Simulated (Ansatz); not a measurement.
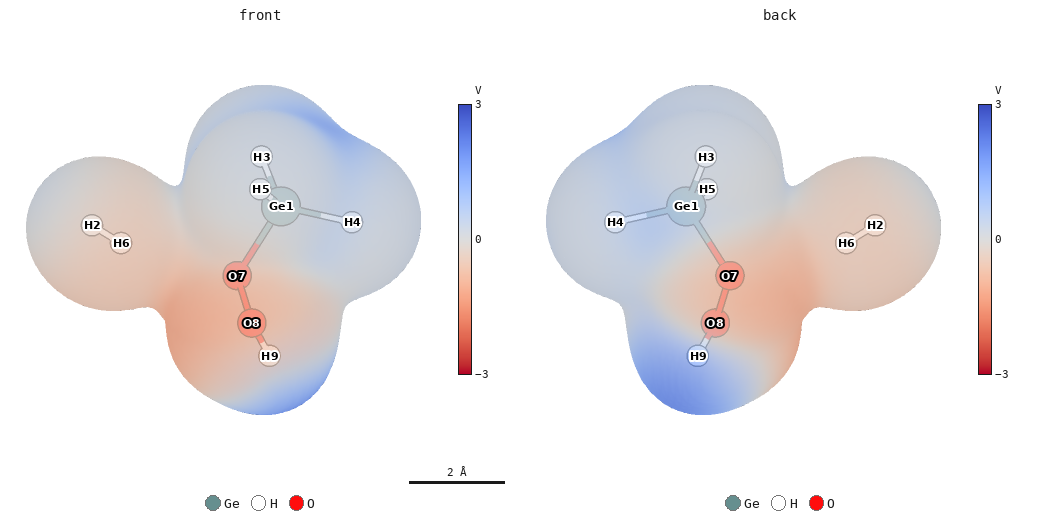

GeH4O2···H2. The electrostatic potential painted on the density surface at 0.001 e/bohr³, seen from the front and from behind; the colour scale runs from red (negative) to blue (positive).

The product side of a reaction path; geometry: PBE0-D4/def2-TZVP.

The calculation used RKS PBE0-D4/def2-TZVPP (Ansatz 0.2.0).

```yaml
atoms:
  - { symbol: Ge, position_ang: [-0.7782, 0.6108, 0.7433] }
  - { symbol: H, position_ang: [3.0281, -0.5328, 0.1470] }
  - { symbol: H, position_ang: [-0.4387, 0.1263, 2.1583] }
  - { symbol: H, position_ang: [-2.2850, 0.8269, 0.5387] }
  - { symbol: H, position_ang: [0.0292, 1.8462, 0.3296] }
  - { symbol: H, position_ang: [2.3286, -0.7081, -0.0509] }
  - { symbol: O, position_ang: [-0.2648, -0.7861, -0.2876] }
  - { symbol: O, position_ang: [-0.5078, -0.3475, -1.6366] }
  - { symbol: H, position_ang: [-1.1113, -1.0356, -1.9419] }
```

Q: Which sites attract a positive test charge, and which a negative one?

A: A positive charge is drawn to the negative regions and a negative charge to the positive ones. The most negative region (about −1.2 V) lies over O8, the most positive (about +2.0 V) over H9. O8 is the likeliest acceptor of a hydrogen bond.
